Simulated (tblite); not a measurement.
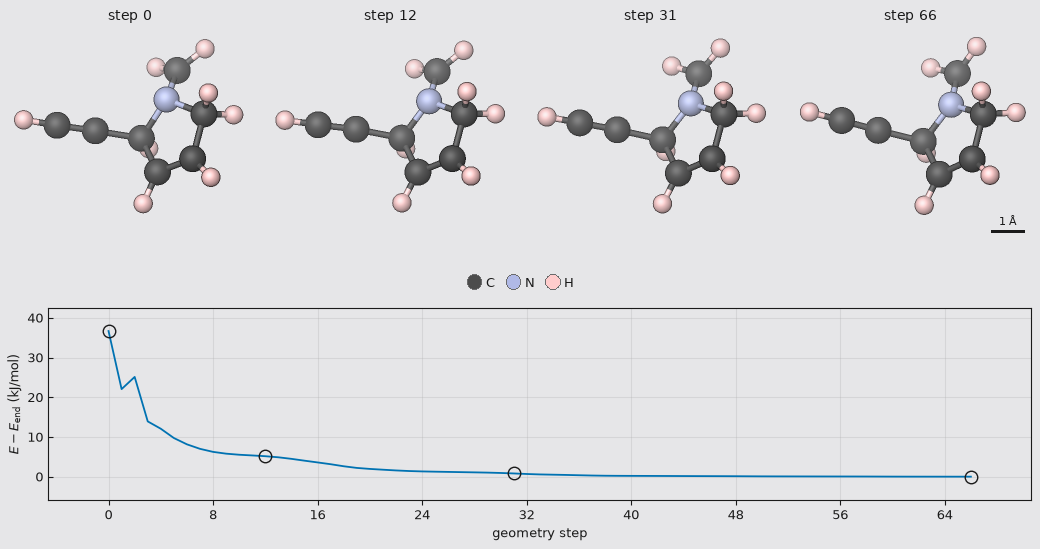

Frames of a relaxation of C₇H₈N (multiplicity 2), marked on the history of the run. A ball-and-stick model, seen from a free direction.

Method: GFN2-xTB geometry optimisation, gas phase (tblite). 

### Describe the path.

After 66 geometry steps the energy has fallen by 36.7 kJ/mol. The largest moves after the best rigid fit, 0.32 Å, are those of N and H atoms. Largest moves by element: H 0.32 Å, N 0.31 Å, C 0.21 Å. Some distances before and after: C–N 1.474 → 1.381 Å, C–N 1.489 → 1.451 Å, C–H 1.096 → 1.075 Å, C–H 1.084 → 1.100 Å. Bond angles that change, for instance: C–N–C 114.6° → 122.0°, C–N–C 114.6° → 121.2°, N–C–H 121.3° → 115.6°. The run took 0.38 s on 1 thread of Arm Neoverse V1, on a shared host. From step 0 to 12: the N atom moves most (0.14 Å), energy −31.5 kJ/mol. From step 12 to 31: an H atom moves most (0.14 Å), energy −4.34 kJ/mol. From step 31 to 66: an H atom moves most (0.17 Å), energy −0.81 kJ/mol.
